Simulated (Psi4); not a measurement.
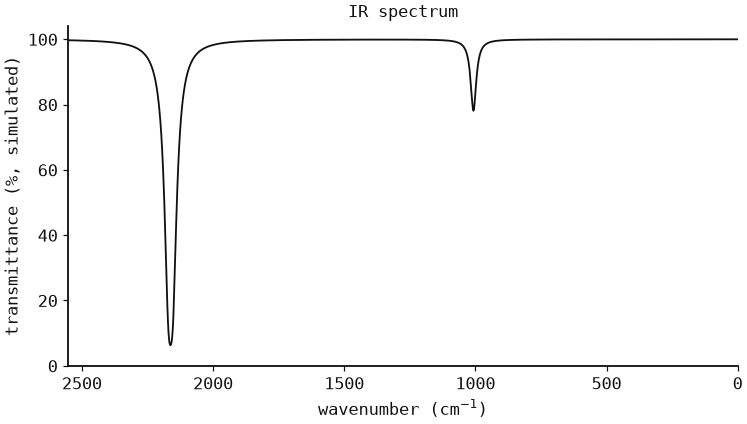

Unscaled harmonic wavenumbers and double-harmonic intensities, B3LYP/def2-TZVP (dispersion D3(BJ)) in Psi4 1.11, at a geometry relaxed at this level, isolated molecule. Modes within 2 cm⁻¹ of each other count as one line, with their intensities summed. Lorentzian lines of 24 cm⁻¹ full width. Close modes add up in the curve.

### Whose IR spectrum is this?
A. NH₃, SMILES N
B. GaNH₃, SMILES [NH2][GaH], doublet
C. AsH₂, SMILES [AsH2], doublet

C. It has its most intense lines at 2166.5, 2156.8 and 1007.3 cm⁻¹.
